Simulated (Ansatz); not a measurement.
**triplet C2H4OSi: levels of theory compared**

Wanted: a comparison of 6 runs (U-wB97M-V/cc-pVDZ, UCAM-B3LYP/cc-pVDZ, UHSE06/cc-pVDZ, RPA@PBE/cc-pVDZ, RPA@PBE0/cc-pVDZ, UCCSD/cc-pVDZ) of triplet C2H4OSi. 

The calculation is run with Ansatz 0.2.0.

73 further runs of the same task are left out: 73 set aside as unsound or not needed. Runs told in other sessions of the task aren't counted.

### 1 The structure to begin with

The species is C2H4OSi (8 atoms), meant as a triplet with charge 0. As SMILES of the parent species, `OC#C[SiH3]`. The shape is that of a PBE0-D4/def2-TZVP optimisation. That shape belongs to the parent species and isn't relaxed for this state.

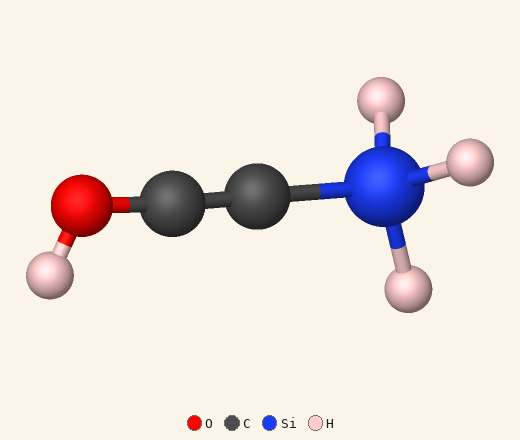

Viewed from a chosen angle; oxygen red, carbon dark grey, silicon blue, hydrogen pink.

### 2 A single-point energy at U-wB97M-V/cc-pVDZ (run 1)

Contents of in.yaml:

```yaml
crystal:
  periodic: [false, false, false]
  atoms:
    - {symbol: O, position_ang: [2.579200, 0.927900, 0.488100]}
    - {symbol: C, position_ang: [1.380900, 0.489600, 0.263100]}
    - {symbol: C, position_ang: [0.263000, 0.053700, 0.119800]}
    - {symbol: Si, position_ang: [-1.409600, -0.594800, -0.108400]}
    - {symbol: H, position_ang: [2.920800, 1.394400, -0.284700]}
    - {symbol: H, position_ang: [-2.349500, 0.046300, 0.846200]}
    - {symbol: H, position_ang: [-1.863400, -0.311200, -1.494000]}
    - {symbol: H, position_ang: [-1.429300, -2.063000, 0.114200]}
basis:
  gaussian: {orbitals: cc-pVDZ}
magnetization: {spin_polarized: true, initial_magnetization: 2}
hamiltonian: {xc: {name: wB97M-V}}
accuracy: high
output: {orbitals: {seedname: orbitals}}
```

Started as:

```bash
ansatz run in.yaml --threads 1 --pin off --max-ram 2610MiB --events-out events.jsonl --progress --plain --runs-dir runs
```

The log of the run:

```text
Warning: RAYON_NUM_THREADS=1 ignored (pool sized by the plan → 1); use --threads N
Functional definition: wB97M-V
  name "wB97M-V"
  parameter omega = 0.3/bohr
  parameter cx = 0.15
  parameter cx01 = 1.007
  parameter cx10 = 0.259
  parameter css00 = 0.443
  parameter css04 = -1.437
  parameter css10 = -4.535
  parameter css20 = -3.390
  parameter css43 = 4.278
  parameter cos00 = 1.000
  parameter cos10 = 1.358
  parameter cos20 = 2.924
  parameter cos21 = -8.812
  parameter cos60 = -1.390
  parameter cos61 = 9.142
  parameter b = 6.0
  parameter c = 0.01
  gx(w, u) = 1 - cx + cx01*u + cx10*w
  gss(w, u) = css00 + css04*u^4 + css10*w + css20*w^2 + css43*w^4*u^3
  gos(w, u) = cos00 + cos10*w + (cos20 + cos21*u)*w^2 + (cos60 + cos61*u)*w^6
  exchange = spin_sum(e_x_unif_sr(omega)*gx(b97_w, b97_u_x)) + cx*exact_x_sr(omega) + exact_x_lr(omega)
  correlation = spin_sum(e_c_pw_mod_same_spin*gss(b97_w, b97_u_same))
      + integral(e_c_pw_mod_opposite_spin*gos(b97_w_opposite, b97_u_opposite)) + vv10(b, c)
1782 factors; integrals over basis functions are off by at most 3.8e-9 eV
356 factors; integrals over basis functions are off by at most 1.9e-9 eV
mean field evaluation 1: about -12050.9339 eV, gradient 2.1e1 eV
mean field evaluation 2: about -12052.2015 eV, gradient 1.6e1 eV
mean field evaluation 4: about -12053.5488 eV, gradient 1.7e0 eV
mean field evaluation 8: about -12053.7096 eV, gradient 2.5e-1 eV
mean field evaluation 16: about -12053.7140 eV, gradient 1.1e-2 eV
mean field evaluation 32: about -12053.7981 eV, gradient 1.2e-2 eV
mean field evaluation 64: about -12053.2993 eV, gradient 1.9e0 eV
mean field -12053.79811757 eV, -442.9689104629 hartree, gradient 2.7e-8 eV, S^2 2.004482; 4 other end points of the search recorded, 0 dependent functions left out
reference -12053.79812198 eV, -442.9689106251 hartree; 20, 18 occupied and 60, 62 virtual orbitals, 1782 factors
Total energy: -12053.79812198 eV, -442.9689106251 hartree
```

Wall time 4.7 min (1 thread of Arm Neoverse V1, shared host); peak memory 0.89 GiB.

### 3 The energy at UCAM-B3LYP/cc-pVDZ (run 2)

Contents of molecule.yaml:

```yaml
crystal:
  periodic: [false, false, false]
  atoms:
    - {symbol: O, position_ang: [2.579200, 0.927900, 0.488100]}
    - {symbol: C, position_ang: [1.380900, 0.489600, 0.263100]}
    - {symbol: C, position_ang: [0.263000, 0.053700, 0.119800]}
    - {symbol: Si, position_ang: [-1.409600, -0.594800, -0.108400]}
    - {symbol: H, position_ang: [2.920800, 1.394400, -0.284700]}
    - {symbol: H, position_ang: [-2.349500, 0.046300, 0.846200]}
    - {symbol: H, position_ang: [-1.863400, -0.311200, -1.494000]}
    - {symbol: H, position_ang: [-1.429300, -2.063000, 0.114200]}
basis:
  gaussian:
    orbitals: cc-pVDZ
magnetization:
  spin_polarized: true
  initial_magnetization: 2
accuracy: high
output: {orbitals: {seedname: orbitals}}
hamiltonian:
  xc: {name: CAM-B3LYP}
```

Started as:

```bash
ansatz run molecule.yaml --threads 1 --pin off --max-ram 2610MiB --events-out events.jsonl --progress --plain --runs-dir runs
```

The log of the run:

```text
Warning: RAYON_NUM_THREADS=1 ignored (pool sized by the plan → 1); use --threads N
Functional definition: CAM-B3LYP
  name "CAM-B3LYP"
  parameter alpha = 0.19
  parameter beta = 0.46
  parameter omega = 0.33/bohr
  parameter ac = 0.81
  exchange = (1 - alpha - beta)*b88_x + beta*b88_x_sr(omega) + alpha*exact_x + beta*exact_x_lr(omega)
  correlation = (1 - ac)*vwn5_c + ac*lyp_c
1782 factors; integrals over basis functions are off by at most 3.8e-9 eV
394 factors; integrals over basis functions are off by at most 2.5e-9 eV
mean field evaluation 1: about -12050.5764 eV, gradient 2.5e1 eV
mean field evaluation 2: about -12051.0142 eV, gradient 2.3e1 eV
mean field evaluation 4: about -12053.9380 eV, gradient 2.4e0 eV
mean field evaluation 8: about -12054.1383 eV, gradient 2.2e-1 eV
mean field evaluation 16: about -12054.1410 eV, gradient 1.1e-2 eV
mean field evaluation 32: about -12054.2953 eV, gradient 1.8e-2 eV
mean field -12054.29536003 eV, -442.9871837861 hartree, gradient 3.7e-8 eV, S^2 2.005818; 4 other end points of the search recorded, 0 dependent functions left out
reference -12054.29538037 eV, -442.9871845336 hartree; 20, 18 occupied and 60, 62 virtual orbitals, 1782 factors
Total energy: -12054.29538037 eV, -442.9871845336 hartree
```

It took 27 s on 1 thread of Arm Neoverse V1, shared host; peak memory 0.38 GiB.

Runs 3 to 4 aren't shown in full; the table further down has their settings and results.

### 4 The energy at RPA@PBE0/cc-pVDZ (run 5)

Contents of job.yaml:

```yaml
crystal:
  periodic: [false, false, false]
  atoms:
    - {symbol: O, position_ang: [2.579200, 0.927900, 0.488100]}
    - {symbol: C, position_ang: [1.380900, 0.489600, 0.263100]}
    - {symbol: C, position_ang: [0.263000, 0.053700, 0.119800]}
    - {symbol: Si, position_ang: [-1.409600, -0.594800, -0.108400]}
    - {symbol: H, position_ang: [2.920800, 1.394400, -0.284700]}
    - {symbol: H, position_ang: [-2.349500, 0.046300, 0.846200]}
    - {symbol: H, position_ang: [-1.863400, -0.311200, -1.494000]}
    - {symbol: H, position_ang: [-1.429300, -2.063000, 0.114200]}
basis:
  gaussian:
    orbitals: cc-pVDZ
magnetization:
  spin_polarized: true
  initial_magnetization: 2
hamiltonian:
  xc: pbe0
correlation:
  method: rpa
  frozen_orbitals: {C: 1, H: 0, O: 1, Si: 5}
accuracy: high
```

Started as:

```bash
ansatz run job.yaml --threads 1 --pin off --max-ram 2610MiB --events-out events.jsonl --progress --plain --runs-dir runs
```

The log of the run:

```text
Warning: RAYON_NUM_THREADS=1 ignored (pool sized by the plan → 1); use --threads N
Functional definition: PBE0
  name "PBE0"
  parameter a = 0.25
  parameter kappa = 0.804
  parameter beta = 0.06672455060314922
  exchange = (1 - a)*pbe_x(kappa = kappa, mu = beta*pi^2/3) + a*exact_x
  correlation = pbe_c(beta = beta)
1782 factors; integrals over basis functions are off by at most 3.8e-9 eV
mean field evaluation 1: about -12043.5675 eV, gradient 2.7e1 eV
mean field evaluation 2: about -12043.8299 eV, gradient 2.7e1 eV
mean field evaluation 4: about -12047.1094 eV, gradient 1.3e1 eV
mean field evaluation 8: about -12047.9720 eV, gradient 8.9e-1 eV
mean field evaluation 16: about -12047.9809 eV, gradient 5.3e-3 eV
mean field evaluation 32: about -12048.1523 eV, gradient 3.6e-2 eV
mean field evaluation 64: about -12048.1474 eV, gradient 2.4e-1 eV
mean field -12048.15229993 eV, -442.7614304914 hartree, gradient 2.8e-8 eV, S^2 2.006125; 8 other end points of the search recorded, 0 dependent functions left out
8 core orbitals not correlated: weight in the atoms' cores, before any rotation towards them, 1.000 or more for the frozen orbitals, at most 0.000 for the correlated occupied ones
reference -12016.12338533 eV, -441.5843895901 hartree; 12, 10 occupied and 60, 62 virtual orbitals, 1782 factors
Total energy: -12036.70454661 eV, -442.3407333167 hartree
```

It took 40 s on 1 thread of Arm Neoverse V1, shared host; peak memory 0.4 GiB.

### 5 The energy at UCCSD/cc-pVDZ (run 6)

Contents of in.yaml:

```yaml
crystal:
  periodic: [false, false, false]
  atoms:
    - symbol: O
      position_ang: [2.579200, 0.927900, 0.488100]
    - symbol: C
      position_ang: [1.380900, 0.489600, 0.263100]
    - symbol: C
      position_ang: [0.263000, 0.053700, 0.119800]
    - symbol: Si
      position_ang: [-1.409600, -0.594800, -0.108400]
    - symbol: H
      position_ang: [2.920800, 1.394400, -0.284700]
    - symbol: H
      position_ang: [-2.349500, 0.046300, 0.846200]
    - symbol: H
      position_ang: [-1.863400, -0.311200, -1.494000]
    - symbol: H
      position_ang: [-1.429300, -2.063000, 0.114200]
basis:
  gaussian: {orbitals: cc-pVDZ}
magnetization: {spin_polarized: true, initial_magnetization: 2}
correlation: {method: ccsd, frozen_orbitals: {C: 1, H: 0, O: 1, Si: 5}}
accuracy: high
scf: {omitted_lower_state_checks: [cluster_reference, increment]}
```

Started as:

```bash
ansatz run in.yaml --threads 1 --pin off --max-ram 2610MiB --events-out events.jsonl --progress --plain --runs-dir runs
```

The log of the run:

```text
Warning: RAYON_NUM_THREADS=1 ignored (pool sized by the plan → 1); use --threads N
[... 18 lines left out ...]
8 core orbitals not correlated: weight in the atoms' cores, before any rotation towards them, 1.000 or more for the frozen orbitals, at most 0.000 for the correlated occupied ones
[... 44 lines left out ...]
Total energy: -12031.52511229 eV, -442.1503926160 hartree
Checks for a lower state left out: cluster_reference, increment
```

Run time: 68 s. Hardware: 1 thread of Arm Neoverse V1, shared host; peak memory 0.76 GiB.

### 6 The series

```csv
run,level,frozen core orbitals,energy (Eh),⟨S²⟩,wall time
1,U-wB97M-V/cc-pVDZ,–,-442.968911,2.004,4.7 min
2,UCAM-B3LYP/cc-pVDZ,–,-442.987185,2.006,27 s
3,UHSE06/cc-pVDZ,–,-442.747386,2.006,27 s
4,RPA@PBE/cc-pVDZ,8,-442.407534,2.004,35 s
5,RPA@PBE0/cc-pVDZ,8,-442.340733,2.006,40 s
6,UCCSD/cc-pVDZ,8,-442.150393,2.018,68 s
```

### 7 Results

| quantity | value |
| --- | --- |
| run 6: total energy | -442.15039 Eh |
| run 6: correlation energy (8 core orbitals frozen) | -536.1 mEh |
| run 6: ⟨S²⟩ of the reference determinant | 2.018 |
| run 6: T1 diagnostic | 0.020 |

What this shows: Totals of different functionals can't be ranked against each other. All runs together took 7.9 min, the longest 4.7 min.
